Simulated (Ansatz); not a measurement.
System: ClH₅OSi₂···H₂.

```xyz
11

Si   -1.2837    0.9639    0.5314
Cl    0.1636    2.1614    1.3613
O    -0.7338   -0.5476    0.3676
Si    0.5129   -1.5991    0.1856
H    -1.6236    1.5338   -0.7895
H    -2.4397    0.9599    1.4506
H     1.4654    1.3634   -1.4592
H     1.3142    0.9210   -2.0418
H     1.7644   -1.0050    0.7162
H     0.1811   -2.8362    0.9327
H     0.6793   -1.9156   -1.2548
```

The reactant side of a reaction path; geometry: PBE0-D4/def2-TZVP.

All numbers below come from RKS PBE0-D4/def2-TZVPP in Ansatz 0.2.0.

> What can the converged electron density and electron localisation function tell about the bonding?

Si–O (1.62 Å): the density is about 1.2 e/Å³ at the midpoint; the ELF peaks at about 0.85 between the atoms (a short, strongly polar bond).
Si–Cl (2.05 Å): ρ is about 0.91 e/Å³ halfway; the ELF peaks at about 0.85 between the atoms, as expected for a shared but strongly polarised pair.

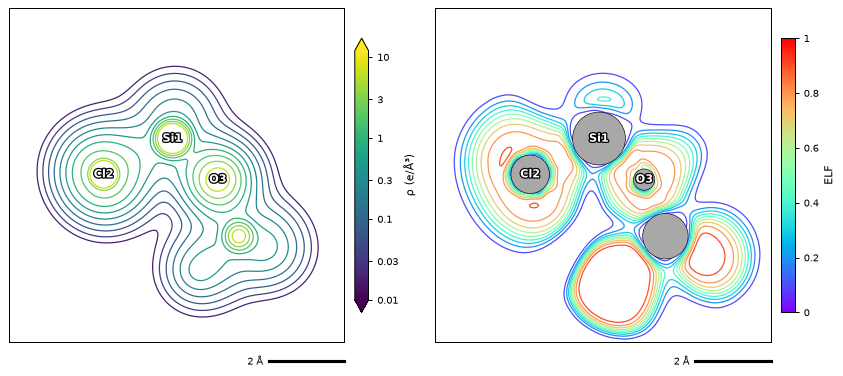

Computed electron density and electron localisation function on the plane of atoms Cl2, Si1 and O3, in this order. Grey discs cover the atomic cores in the ELF map. 
